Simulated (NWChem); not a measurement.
# PH2 (SMILES [PH2]) at UMP2/cc-pVTZ

Aim: the energy change on altering one bond length of PH2 at UMP2/cc-pVTZ, from 2 runs. 

The results are computed with NWChem 7.3.0.

7 further runs of the same task are left out: 7 set aside as unsound or not needed. Runs told in other sessions of the task aren't counted.

**1. The structure to begin with**

The species is PH2 (3 atoms), meant as a doublet with charge 0. As SMILES, `[PH2]`. Geometry: relaxed at PBE0-D4/def2-TZVP.

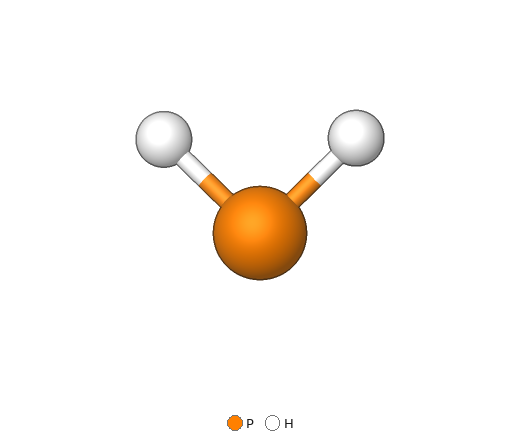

Viewed from a chosen angle; phosphorus orange, hydrogen white.

**2. Energy and gradient at UMP2/cc-pVTZ**

The input, h2p.nw:

```
start h2p
title "H2P"
memory stack 880 mb heap 220 mb global 1100 mb
charge 0

geometry units bohr noautosym nocenter noautoz
   P    0.99348572  -0.58462457   0.48794618
   H    0.21663820   1.98702812   0.33400909
   H   -1.21012392  -1.40240355  -0.82197417
end

basis spherical bse
   * library cc-pVTZ
end

scf
   doublet
   uhf
   thresh 1e-08
   maxiter 80
end

mp2
   freeze core 5
   tight
end

task mp2 gradient
```

On the command line:

```bash
$ nwchem h2p.nw > h2p.out
```

The log of the run:

```text
[...]
  functions       =    62
[...]
  wavefunction    = UHF
[...]
         Total SCF energy =   -341.886846822198
      One electron energy =   -495.464991291164
      Two electron energy =    142.169758782547
 Nuclear repulsion energy =     11.408385686420
                       Sz =      0.5000
                 Sz(Sz+1) =      0.7500
                      S^2 =      0.7687
[...]
          Total MP2 energy          -342.024201327704
[...]
                         mp2 ENERGY GRADIENTS
    atom               coordinates                        gradient
                 x          y          z           x          y          z
   1 P       0.993486  -0.584625   0.487946    0.004512  -0.002656   0.002216
   2 H       0.216638   1.987028   0.334009   -0.001399   0.003365  -0.000414
   3 H      -1.210124  -1.402404  -0.821974   -0.003113  -0.000708  -0.001802
[...]
```

It took 26 s on 1 thread of Intel Xeon 6975P-C (Granite Rapids), shared host; peak memory 0.14 GiB.

**3. The distorted shape: the energy at UMP2/cc-pVTZ**

The input, run.xyz:

```xyz
3

P      1.019026    -1.942362     0.355960
H      0.114640     1.051490     0.176750
H     -0.147074    -2.375112    -0.337220
```

The input, run.py:

```python
from ase.io import read
from ase.calculators.nwchem import NWChem

mol = read('run.xyz')

calc = NWChem(
    label='run',
    theory='mp2',
    memory='2200 mb',
    basis='cc-pVTZ',
    basispar='spherical bse',
    scf={'nopen': '1', 'uhf': None, 'thresh': '1e-08', 'maxiter': '80', 'print': 'low'},
    mp2={'freeze': 'core 5', 'tight': None},
    task='energy',
)
mol.calc = calc

print(f"energy = {mol.get_potential_energy():.6f} eV")
```

On the command line:

```bash
$ export ASE_NWCHEM_COMMAND="nwchem PREFIX.nwi > PREFIX.nwo"
$ python run.py
```

The log of the run:

```text
energy = -9303.726671 eV
```

The calculator wrote run.nwi:

```
title "run"

permanent_dir run

scratch_dir run

start run

geometry units angstrom nocenter noautosym noautoz
  P  1.0190260000000000e+00 -1.9423619999999999e+00 3.5596000000000000e-01
  H  1.1464000000000001e-01 1.0514900000000000e+00 1.7674999999999999e-01
  H  -1.4707400000000001e-01 -2.3751120000000001e+00 -3.3722000000000002e-01
end

memory 2200 mb

basis spherical bse noprint
   * library cc-pVTZ
end

scf
  nopen 1
  uhf
  thresh 1e-08
  maxiter 80
  print low
end
mp2
  freeze core 5
  tight
end

task mp2 energy
```

run.nwo (excerpt; [...] marks lines left out):

```text
[...]
         Total SCF energy =   -341.798375087943
      One electron energy =   -489.070488512723
      Two electron energy =    139.011439805721
 Nuclear repulsion energy =      8.260673619060
[... 34 lines left out ...]
 Semi-direct pass number   1 of   1  for UHF alpha       at       17.3s
 Done moints_semi at       18.2s
 Done maket at       18.2s
[...]
          Total MP2 energy          -341.905651665980
[...]
```

Wall time 20 s (1 thread of Intel Xeon 6975P-C (Granite Rapids), shared host); peak memory 0.12 GiB.

**4. Outcome**

At UMP2/cc-pVTZ, 5 core orbitals frozen:

| quantity | value |
| --- | --- |
| first shape: total energy | -342.02420 Eh |
| first shape: dipole moment (of the density that the program reports) | 0.62 D |
| first shape: HOMO energy (Hartree–Fock orbitals) (highest over α and β) | -10.24 eV |
| first shape: LUMO energy (Hartree–Fock orbitals) (lowest over α and β) | 1.11 eV |
| first shape: correlation energy (5 core orbitals frozen) | -137.4 mEh |
| first shape: ⟨S²⟩ of the reference determinant | 0.769 |
| first shape: largest force on an atom | 0.292 eV/Å |
| distorted shape: total energy | -341.90565 Eh |
| distorted shape: correlation energy (5 core orbitals frozen) | -107.3 mEh |
| distorted shape: ⟨S²⟩ of the reference determinant | 1.746 |
| energy change with the P1–H2 bond stretched from 1.424 to 3.133 Å | 3.226 eV |

In words: With the P1–H2 bond stretched from 1.424 to 3.133 Å the energy rises by 3.23 eV (311 kJ/mol). The first shape isn't relaxed at this level, so the change isn't measured from a minimum. The largest force (first shape) is 0.29 eV/Å: the shape isn't a stationary point for this species at this level. ⟨S²⟩ (distorted shape) is 1.75 where a pure doublet has 0.75: the reference is spin-contaminated.
